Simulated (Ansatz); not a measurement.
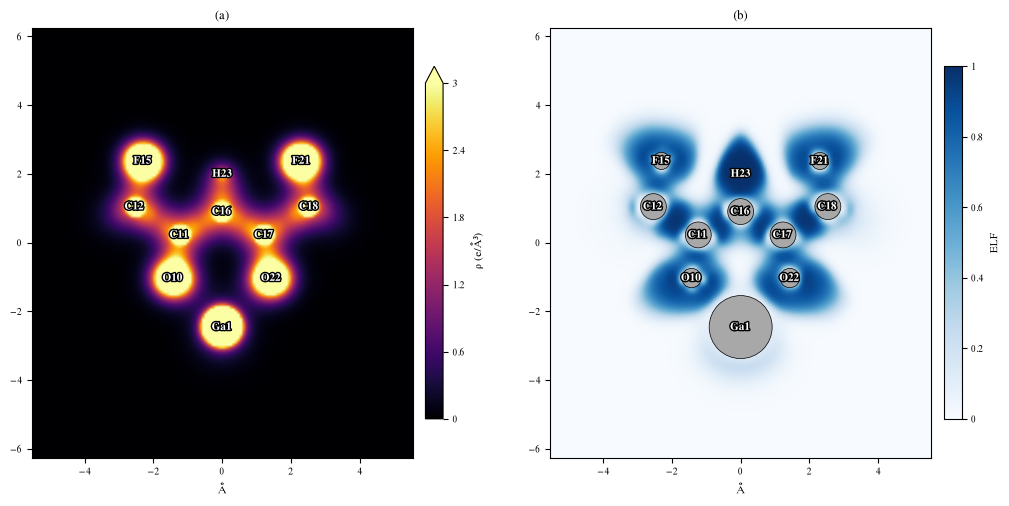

The picture shows: C7H7F6GaO2. (a) total electron density; (b) ELF on the plane of atoms O10, C11 and C16. Grey discs cover the atomic cores in the ELF map.

Geometry: PBE-D4/def2-SVP; not at a stationary point (largest force 1.2 eV/Å).

The calculation used RKS PBE0-D4/def2-TZVP (Ansatz).

Input

```
crystal:
  periodic: [false, false, false]
  atoms:
    - {symbol: Ga, position_ang: [1.327145, -0.052667, 1.044308]}
    - {symbol: C, position_ang: [0.729274, -0.022808, 2.916494]}
    - {symbol: H, position_ang: [-0.375982, 0.033306, 2.965818]}
    - {symbol: H, position_ang: [1.148387, 0.853401, 3.450241]}
    - {symbol: H, position_ang: [1.057182, -0.938355, 3.448128]}
    - {symbol: C, position_ang: [3.050644, -0.116169, 0.102945]}
    - {symbol: H, position_ang: [2.891872, -0.302677, -0.978046]}
    - {symbol: H, position_ang: [3.698097, -0.920288, 0.507394]}
    - {symbol: H, position_ang: [3.586979, 0.848083, 0.216348]}
    - {symbol: O, position_ang: [0.280460, 1.418826, 0.134298]}
    - {symbol: C, position_ang: [-0.727895, 1.258552, -0.622328]}
    - {symbol: C, position_ang: [-1.326544, 2.588770, -1.130076]}
    - {symbol: F, position_ang: [-0.393098, 3.280657, -1.810026]}
    - {symbol: F, position_ang: [-1.730388, 3.334563, -0.083978]}
    - {symbol: F, position_ang: [-2.385996, 2.396639, -1.944484]}
    - {symbol: C, position_ang: [-1.320329, 0.047584, -1.026120]}
    - {symbol: C, position_ang: [-0.824165, -1.204721, -0.618408]}
    - {symbol: C, position_ang: [-1.513038, -2.485377, -1.139101]}
    - {symbol: F, position_ang: [-1.879696, -3.264158, -0.104597]}
    - {symbol: F, position_ang: [-0.653204, -3.179728, -1.910871]}
    - {symbol: F, position_ang: [-2.612704, -2.212990, -1.874159]}
    - {symbol: O, position_ang: [0.164017, -1.440868, 0.144971]}
    - {symbol: H, position_ang: [-2.191007, 0.080415, -1.688752]}
basis:
  gaussian: {orbitals: def2-TZVP, fitting: {mean_field: def2-universal-jkfit}, initial_orbitals: start.molden}
hamiltonian: {xc: pbe0, dispersion: d4}
scf: {omitted_lower_state_checks: [starts]}
output: {forces: true, orbitals: {seedname: orbitals}}
```

Command:

```sh
ansatz run in.yaml --threads 2 --pin off --events-out ev --progress --plain --max-ram 32768MiB --backend cuda --devices 0, --max-vram 18GiB
```

Question: Read the bonding off the picture.

Answer:
- The section cuts through Ga, O, C, F and H sites.
- C–O (1.27 Å): ρ is about 2.9 e/Å³ halfway; the ELF peaks at about 0.85 between the atoms: a polar covalent bond.
- C–F (1.35 Å): ρ at the midpoint is about 2.3 e/Å³, with its minimum of 1.9 e/Å³ about 0.5 Å from C; the ELF peaks at about 0.85 between the atoms, as expected for a shared but strongly polarised pair.
- C–C (1.41 Å): ρ is about 2.1 e/Å³ halfway; the ELF peaks at about 0.95 between the atoms, as expected for a covalent bond.
- Ga–O (2.02 Å): the density is about 0.51 e/Å³ at the midpoint; the ELF peaks at about 0.90 in the valence shell of O, 0.6 Å from its nucleus, and is about 0.20 at the midpoint.
- C–H (1.09 Å): ρ at the midpoint is about 2 e/Å³; the ELF climbs to about 1 towards the hydrogen, as it does in any bond to H: a covalent bond by its length.
- The ELF also peaks beside O10, O22, F15 and F21, away from the bonds: lone-pair regions.
